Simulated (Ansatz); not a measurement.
| atom | x (Å) | y (Å) | z (Å) |
| --- | --- | --- | --- |
| C | 0.0192 | 2.0717 | -1.2582 |
| O | 0.0725 | 1.6104 | 0.0564 |
| Cd | 0.0192 | -0.2932 | 0.5836 |
| C | -0.0253 | -2.2558 | 1.2891 |
| H | 0.8513 | 1.7098 | -1.8825 |
| H | 0.0787 | 3.1681 | -1.2546 |
| H | -0.9153 | 1.8050 | -1.7765 |
| H | 0.9201 | -2.4976 | 1.7755 |
| H | -0.1839 | -2.9446 | 0.4590 |
| H | -0.8365 | -2.3737 | 2.0081 |

Geometry: PBE0-D4/def2-TZVP; core potentials replace the inner electrons of Cd.

Theory: RKS PBE0-D4/def2-TZVPP (Ansatz 0.2.0).

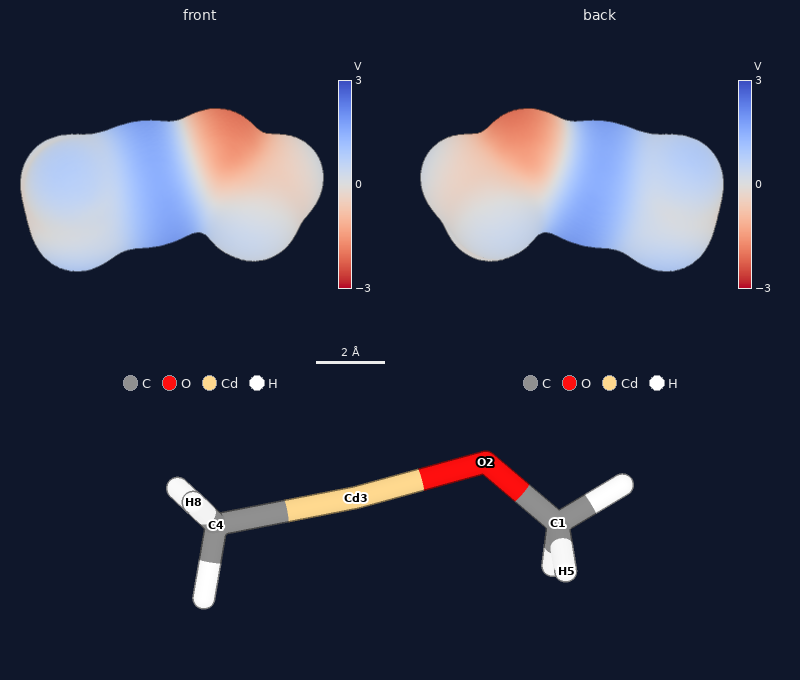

C2H6CdO (SMILES C[O][Cd][CH3]). The molecular electrostatic potential painted on the density surface at 0.002 e/bohr³, seen from the front and from behind; red is negative and blue positive. The bare structure is drawn below in the same view.

> Where is the surface potential most negative and most positive?

The most negative region (about −2.0 V) lies over O2, the most positive (about +1.7 V) over Cd3. O2 is the likeliest acceptor of a hydrogen bond.
